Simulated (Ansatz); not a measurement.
**Frequency calculation of C$_{2}$H$_{7}$ClGe**

System: C$_{2}$H$_{7}$ClGe.
Method: RKS B3LYP-D4/def2-SVP (Ansatz 0.2.0).

It belongs to a series of runs on one base structure; here: vibrations at the highest image of the band. Figures and captions count atoms from 1; the log counts them from 0 in places.

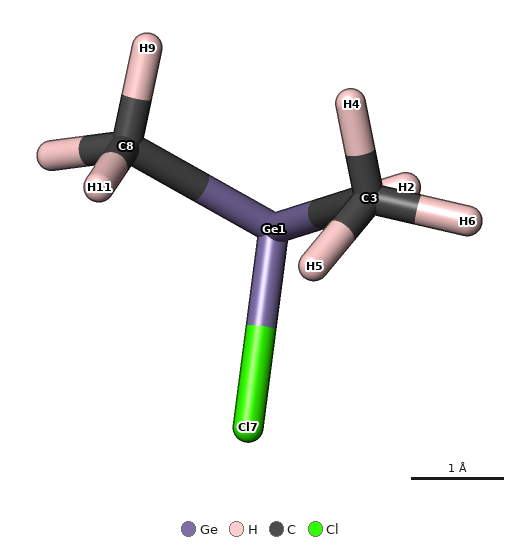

**Figure 1.** The structure as given in the input (stick view, seen at a tilt; atoms are numbered from 1 in the order of the input). Sticks mark near contacts. Bond lengths as drawn: Cl–Ge 2.21 Å, C–Ge 1.97 to 2.34 Å, C–H 1.10 Å and Ge–H 1.55 Å.

Summary

```json
{"quantity": "outcome", "value": "converged"}
{"quantity": "total energy", "value": "−71217.5031 eV"}
{"quantity": "mean-field energy", "value": "−71217.1156 eV"}
{"quantity": "largest force (length of the vector)", "value": "0.014 eV/Å"}
{"quantity": "hardware", "value": "4 threads of Arm Neoverse V2, 24 GiB of memory available, shared host"}
{"quantity": "wall time", "value": "66 s (CPU time 4 min)"}
{"quantity": "peak memory", "value": "0.28 GiB"}
```

The input
```yaml
crystal:
  periodic: [false, false, false]
  atoms:
    - { symbol: Ge, position_ang: [-0.472603, 0.121889, 0.517858] }
    - { symbol: H, position_ang: [0.611043, 0.234348, 1.613362] }
    - { symbol: C, position_ang: [1.840462, -0.184234, 0.424723] }
    - { symbol: H, position_ang: [2.036256, -1.251283, 0.594187] }
    - { symbol: H, position_ang: [1.93956, 0.10686, -0.629905] }
    - { symbol: H, position_ang: [2.47805, 0.449745, 1.055153] }
    - { symbol: Cl, position_ang: [-0.461982, 1.866706, -0.832986] }
    - { symbol: C, position_ang: [-0.70943, -1.485937, -0.600651] }
    - { symbol: H, position_ang: [-0.424438, -2.371672, -0.014056] }
    - { symbol: H, position_ang: [-1.76586, -1.568396, -0.891169] }
    - { symbol: H, position_ang: [-0.08306, -1.411627, -1.500718] }
basis:
  gaussian: { orbitals: def2-SVP }
hamiltonian:
  xc: b3lyp
  dispersion: d4
phonons: {}
```

Run as:
```bash
ansatz run input.yaml --threads 4 --pin off --max-ram 5120MiB --backend cpu --events-out ev --progress --plain --runs-dir out
```

What the program printed
```
Engine: ansatz 0.2.0, aarch64-unknown-linux-gnu
Functional definition: B3LYP
  parameter a0 = 0.2
  parameter ax = 0.72
  parameter ac = 0.81
  exchange = (1 - a0 - ax)*slater_x + ax*b88_x + a0*exact_x
  correlation = (1 - ac)*vwn_rpa_c + ac*lyp_c
1217 factors; integrals over basis functions are off by at most 4.0e-4 eV
mean field evaluation 1: about -71205.3623 eV, gradient 6.8e1 eV
mean field evaluation 2: about -71186.9176 eV, gradient 9.7e1 eV
mean field evaluation 4: about -71216.5949 eV, gradient 1.3e1 eV
mean field evaluation 8: about -71217.1145 eV, gradient 5.1e-1 eV
mean field evaluation 16: about -71217.1153 eV, gradient 2.0e-5 eV
mean field -71217.11531349 eV, -2617.1807150762 hartree, gradient 2.0e-5 eV, S^2 0.000000; 0 other end points of the search recorded, 0 dependent functions left out
the calculation of the forces begins
reference -71217.11555728 eV, -2617.1807240352 hartree; 34, 34 occupied and 79, 79 virtual orbitals, 1217 factors
these checks for a lower state are left out or cut short: stability, starts, cluster_reference, orbital_swaps, neighbouring_geometries, increment
1217 factors; integrals over basis functions are off by at most 4.0e-4 eV
mean field -71217.11564392 eV, -2617.1807272195 hartree, gradient 2.0e-6 eV, S^2 0.000000; 0 other end points of the search recorded, 0 dependent functions left out
[... from here on the field's lines of each further geometry are left out, up to the last ...]
the calculation of the forces begins
reference -71217.11547497 eV, -2617.1807210104 hartree; 34, 34 occupied and 79, 79 virtual orbitals, 1217 factors
these checks for a lower state are left out or cut short: stability, starts, cluster_reference, orbital_swaps, neighbouring_geometries, increment
1217 factors; integrals over basis functions are off by at most 4.0e-4 eV
mean field -71217.11524908 eV, -2617.1807127092 hartree, gradient 2.8e-6 eV, S^2 0.000000; 0 other end points of the search recorded, 0 dependent functions left out
the calculation of the forces begins
reference -71217.11549287 eV, -2617.1807216683 hartree; 34, 34 occupied and 79, 79 virtual orbitals, 1217 factors
WARN: phonons: modes at or below zero, which the zero-point energy, F, S and C_V leave out: 1, the lowest at -1149.39 cm⁻¹. A minimum has none, and a first-order saddle one
Total energy: -71217.50309044 eV, -2617.1949656163 hartree
Atom 0 at    -0.472603     0.121889     0.517858 Å, force     0.000830    -0.007421    -0.011571 eV/Å
Atom 1 at     0.611043     0.234348     1.613362 Å, force     0.004157     0.000396     0.005835 eV/Å
Atom 2 at     1.840462    -0.184234     0.424723 Å, force    -0.006394     0.000684     0.006351 eV/Å
Atom 3 at     2.036256    -1.251283     0.594187 Å, force     0.000876    -0.000503    -0.000894 eV/Å
Atom 4 at     1.939560     0.106860    -0.629905 Å, force     0.000353     0.000031    -0.001466 eV/Å
Atom 5 at     2.478050     0.449745     1.055153 Å, force     0.002749     0.000421    -0.001969 eV/Å
Atom 6 at    -0.461982     1.866706    -0.832986 Å, force    -0.000755     0.001491    -0.000340 eV/Å
Atom 7 at    -0.709430    -1.485937    -0.600651 Å, force    -0.002440     0.005896     0.002411 eV/Å
Atom 8 at    -0.424438    -2.371672    -0.014056 Å, force     0.000448    -0.000982     0.000899 eV/Å
Atom 9 at    -1.765860    -1.568396    -0.891169 Å, force    -0.001122    -0.001710     0.000251 eV/Å
Atom 10 at    -0.083060    -1.411627    -1.500718 Å, force     0.001297     0.001697     0.000494 eV/Å
Dipole moment:     0.112933    -0.493087     0.147515 e Å
Vibrations: -1149.39 109.92 153.60 159.12 164.70 191.54 360.93 394.72 570.94 579.88 728.49 787.26 830.56 858.60 1111.00 1243.69 1404.39 1421.66 1428.43 1441.56 2137.36 3042.23 3045.35 3155.96 3160.67 3173.70 3187.88 cm⁻¹, zero-point energy 2.160062 eV
```

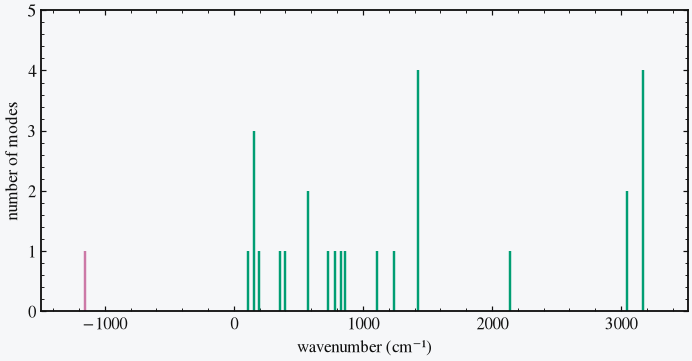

**Figure 2.** Harmonic vibrational wavenumbers from the force constants; neighbouring modes closer than 20 cm⁻¹ are counted in one stick, and imaginary ones are drawn at negative wavenumbers. 27 modes from 1149i to 3188 cm⁻¹, 1 imaginary beyond 8i (1149i cm⁻¹): a first-order saddle point, if the geometry is stationary.
